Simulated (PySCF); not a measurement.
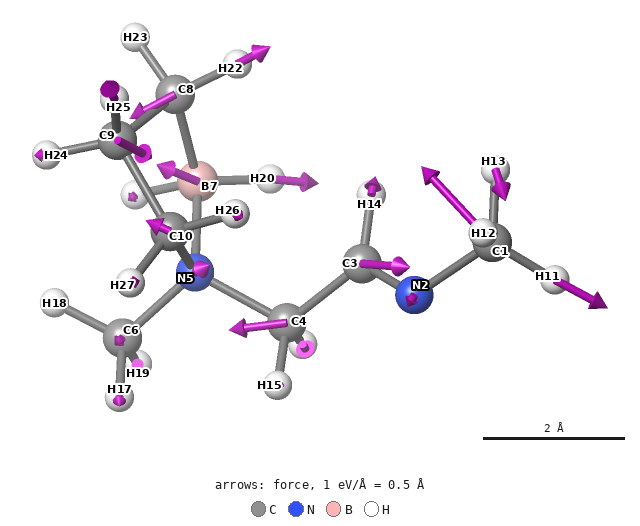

Starting geometry of C7H17BN2 with the computed forces as purple arrows. Style: ball-and-stick. Shown at a tilt.

The start comes from GFN2-xTB. Its atoms were then displaced at random by about 0.01 Å.

Level of theory: PBE0-D3(BJ)/def2-SVP geometry optimisation, gas phase in PySCF 2.14.0, density-fitted response routines. 

Is this structure relaxed? If not, where do the atoms go?

It isn't relaxed: the largest force vector, on a C atom, is 3.07 eV/Å. The final displacements have little in common with the starting forces (cosine between the two patterns 0.09). The largest move after the best rigid fit is that of an H atom, 0.40 Å. Largest moves by element: H 0.40 Å, C 0.20 Å, N 0.13 Å, B 0.06 Å. Near-neighbour distances that change, for instance: B–H 1.164 → 1.225 Å, C–H 1.055 → 1.102 Å, C–C 1.455 → 1.498 Å, C–H 1.147 → 1.108 Å. Bond angles that change, for instance: C–N–C 121.8° → 118.2°, N–C–H 110.7° → 114.2°, C–B–H 115.6° → 118.9°. The energy falls by 6.59 kcal/mol in 12 geometry steps.
